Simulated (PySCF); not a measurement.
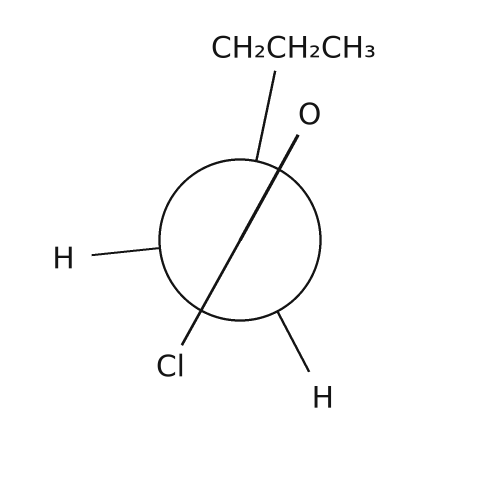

A Newman projection along the C–C bond, carbon in front; angles are drawn as computed, but eclipsed bonds slightly apart. The geometry was computed by an optimisation with PBE0-D3(BJ)/def2-SVP. No frequency run is at hand to confirm it as a minimum.

**Which molecule is it?**

C5H9ClO, CCCCC(=O)Cl

**What is the torsion angle from the front Cl to the back CH2CH2CH3? The sign is positive where the front bond must turn clockwise to cover the back bond.**

179°, antiperiplanar (anti).
